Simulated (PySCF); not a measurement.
## A study: Cl3Cr, quartet

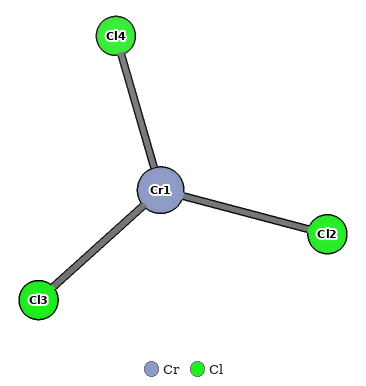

The molecule, with its atoms numbered as below. No frequency check shows the geometry to be a minimum.

Cartesian coordinates (Å):

```
Cr1     -0.0002    0.0005    0.0000
Cl2     -1.9956    0.5342    0.0000
Cl3      1.4609    1.4603    0.0000
Cl4      0.5350   -1.9951    0.0000
```

### 1. Bonding charge

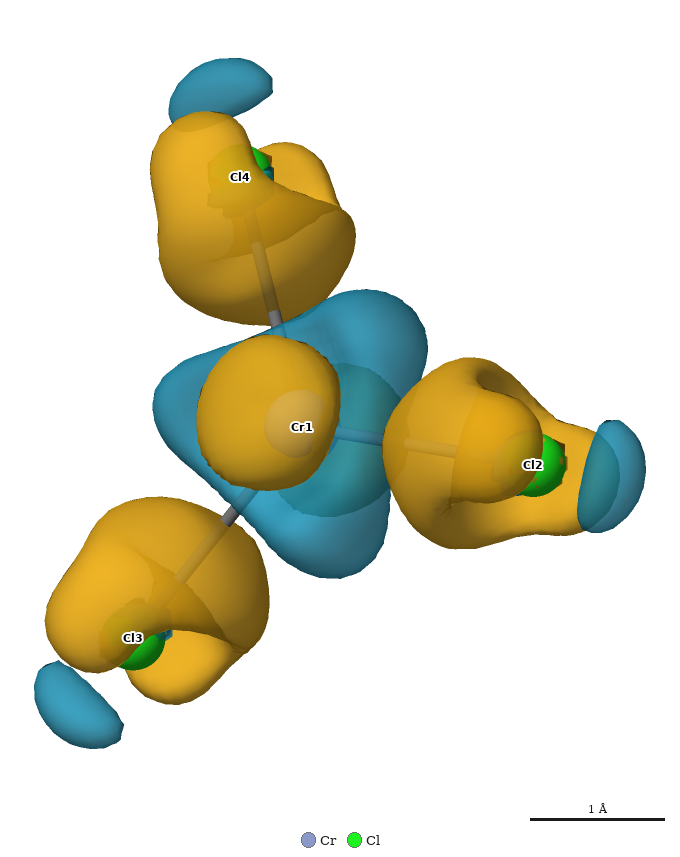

Deformation density (molecule less spherical, spin-averaged free atoms at the same positions), surfaces at ±0.04 e/Å³; yellow: gain, teal: loss.

Level of theory: r2SCAN/def2-SVP (PySCF), at a geometry from GFN2-xTB. This is a single-reference result, which may miss multireference character in this system. The stability of the open-shell solution wasn't checked. GFN2-xTB doesn't know the spin state, so this open-shell geometry is rough.

> How much density has each bond gained at its critical point, relative to the free atoms?

Cr1–Cl3: +0.06 e/Å³ at the bond critical point (bond length 2.06 Å, Mayer order 1.2). Cr1–Cl2 and Cr1–Cl4: +0.06 e/Å³ at the bond critical point (bond length 2.07 Å, Mayer order 1.2). In all, 0.8 electrons gather in the regions of gain relative to the promolecule. A small or negative value marks a very polar bond, one between electron-rich atoms, whose free-atom densities already overlap strongly, a long bond to a heavier atom, or a closed-shell contact such as a hydrogen bond.

### 2. Local ionisation energy

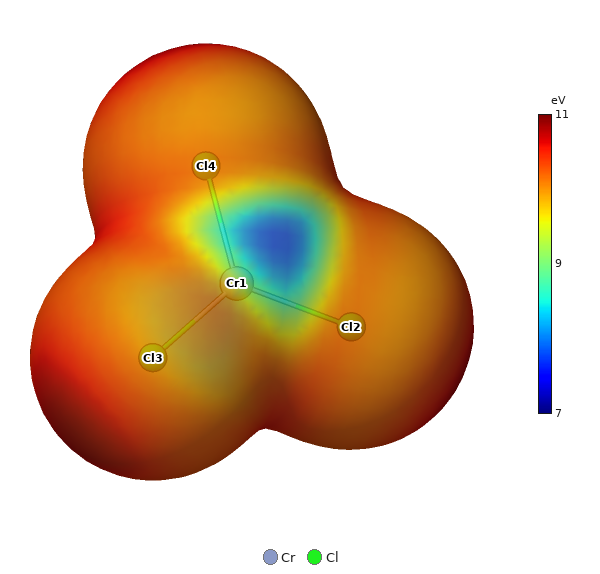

Average local ionisation energy on the surface of electron density 0.001 a.u.

> Where are the most loosely bound electrons on this surface?

The lowest value is 7.8 eV, off the molecular plane, over Cr1 (2.1 Å), and at like points elsewhere. Further minima include 9.9 eV, off the molecular plane, over Cl4 (2.0 Å), and at like points elsewhere. For comparison, the highest occupied orbital lies at −6.8 eV.

> What volume does the surface enclose, and what is the dipole moment?

About 116 Å³; the dipole moment is 0.0 D.

### 3. Spin density

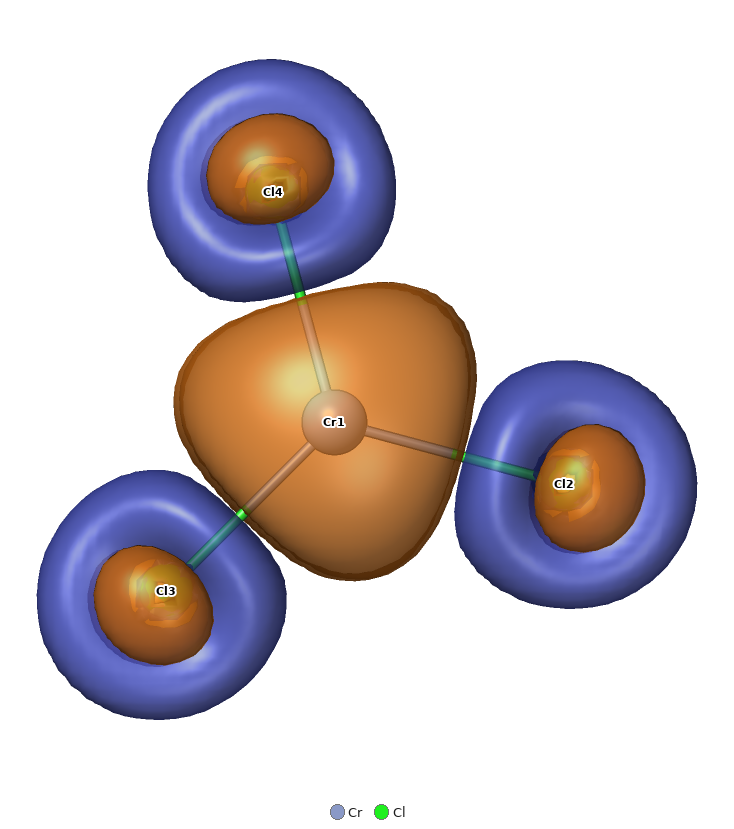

Spin density ρα − ρβ at ±0.01 e/Å³ (orange: excess α, blue: excess β).

> Give the atomic spin populations that go with this picture.

Hirshfeld spin populations: Cr1 +3.01. ⟨S²⟩ = 3.84, against 3.75 for a pure state. The picture also shows regions of β spin from spin polarisation; the Hirshfeld sums, whose atoms overlap, net them against the α spin of neighbours.

### 4. In an electric field

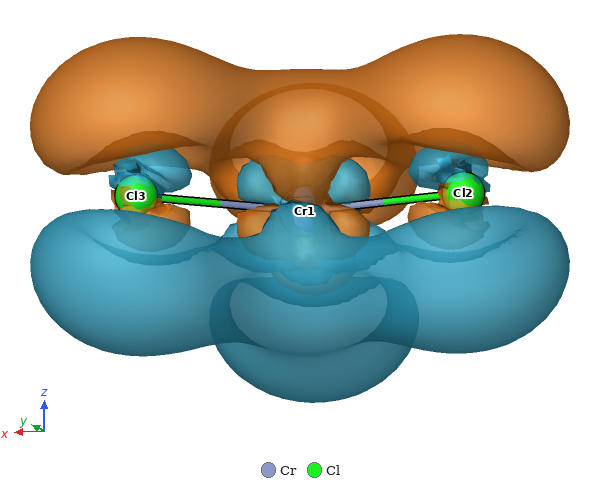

Change of the electron density in a uniform field of 0.10 V/Å, surfaces at ±0.0005 e/Å³ (light blue: gain, orange: loss).

Computed with PySCF, B3LYP/def2-SVPD, geometry: GFN2-xTB. This is a single-reference result, which may miss multireference character in this system. The stability of the open-shell solution wasn't checked. GFN2-xTB doesn't know the spin state, so this open-shell geometry is rough.

> Along which Cartesian direction does the field point?

Along +z: electrons gather on the −z side, against the field.

> What dipole is induced, and what polarisability does it imply?

The induced dipole is 0.26 D (along the field); α along this axis, from the fields in both directions, is 50 bohr³ (7.5 Å³).

> Which atoms gain and lose the most charge?

Hardly any: no atom's Hirshfeld charge changes by as much as 0.002 e. The density shifts from one side of each atom to the other; 0.027 electrons are displaced in all.
